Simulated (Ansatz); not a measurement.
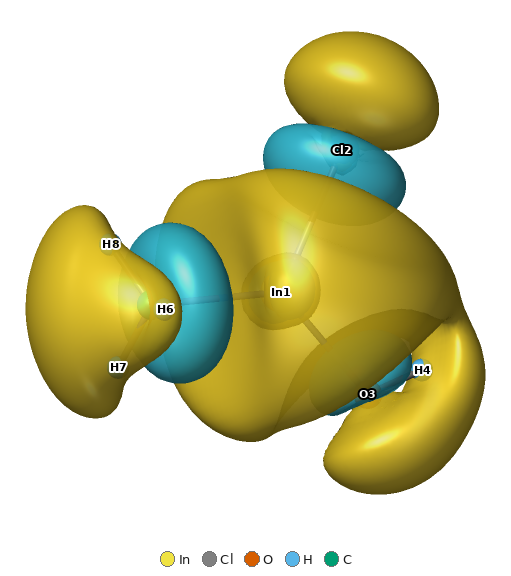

Figure 1: CH4ClInO. One frontier orbital at ±0.05 Å⁻³ᐟ² (yellow and cyan are the two phases), seen at a tilt.

Core potentials replace the inner electrons of In.

All numbers below come from Ansatz 0.2.0, UKS PBE-D4/def2-SVP.

```xyz
8

In    0.2873   -0.5748    0.0505
Cl    2.5441   -1.2889    0.3657
O    -0.9577   -2.1608   -0.0324
H    -0.4426   -2.9850    0.0726
C    -0.2844    1.4963   -0.1003
H    -0.6640    1.8227    0.8866
H    -1.0818    1.5937   -0.8599
H     0.5991    2.0966   -0.3826
```

Question: Which orbital is it: HOMO or LUMO?

Answer: The LUMO, at −2.16 eV. By Hirshfeld shares it lies mainly on In1 (about 45 %), C5 (about 20 %), Cl2 (about 15 %) and O3 (about 15 %).
